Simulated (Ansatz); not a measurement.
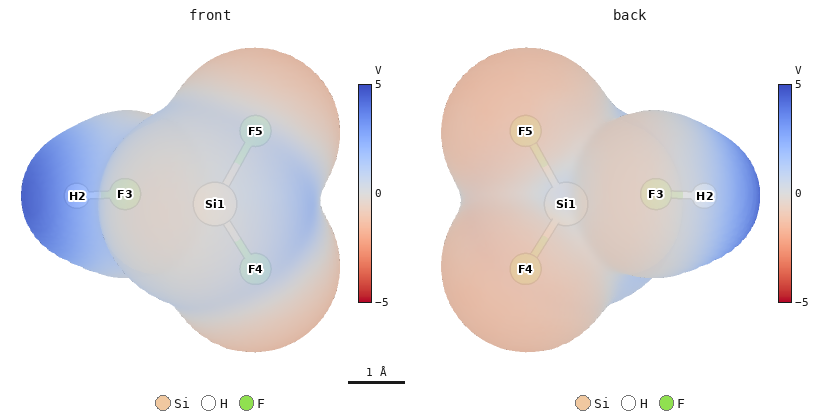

The picture shows: F2Si···HF. The molecular electrostatic potential painted on the density surface at 0.002 e/bohr³, seen from the front and from behind; red is negative and blue positive.

The calculation used Ansatz 0.2.0, RKS B3LYP-D4/def2-SVP.

```yaml
atoms:
  - { symbol: Si, position_ang: [-0.8875, 0.0000, 0.1946] }
  - { symbol: H, position_ang: [1.6943, 0.0001, 1.5755] }
  - { symbol: F, position_ang: [1.5306, 0.0000, 0.6592] }
  - { symbol: F, position_ang: [-0.6084, 1.2530, -0.8181] }
  - { symbol: F, position_ang: [-0.6084, -1.2530, -0.8181] }
```

Question: Which sites attract a positive test charge, and which a negative one?

Answer: A positive charge is drawn to the negative regions and a negative charge to the positive ones. The most negative region (about −1.3 V) lies over F4 and F5, the most positive (about +4.2 V) over H2.
